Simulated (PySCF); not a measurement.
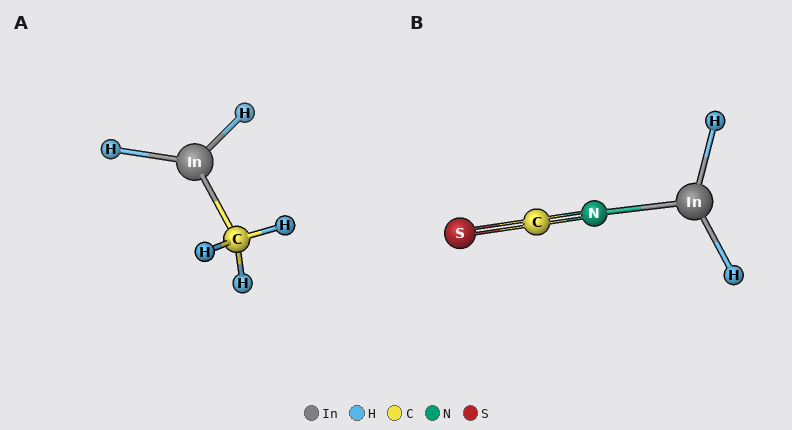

Two related species, optimised with PBE0-D3(BJ)/def2-SVP; properties computed with PySCF 2.14.0. Both: charge 0, singlet.

**Identify both.**

A is InH2Me, B is InH2(NCS).

Compare them. With B3LYP/def2-SVPD, core potentials on In: dipole moment (D), HOMO–LUMO gap (eV), HOMO energy (Kohn–Sham orbital) (eV), lowest vertical singlet excitation (eV), mean static polarisability (bohr³). With PBE0-D3(BJ)/def2-SVP: mean In–H length (Å).

```tsv
quantity	A	B
dipole moment (D)	0.68	4.89
HOMO–LUMO gap (eV)	5.54	3.93
HOMO energy (Kohn–Sham orbital) (eV)	−7.40	−6.63
lowest vertical singlet excitation (eV)	4.46	3.12
mean static polarisability (bohr³)	54.4	85.6
mean In–H length (Å)	1.739	1.707
```

Each is one conformer, and no frequency run is at hand to confirm it as a minimum.
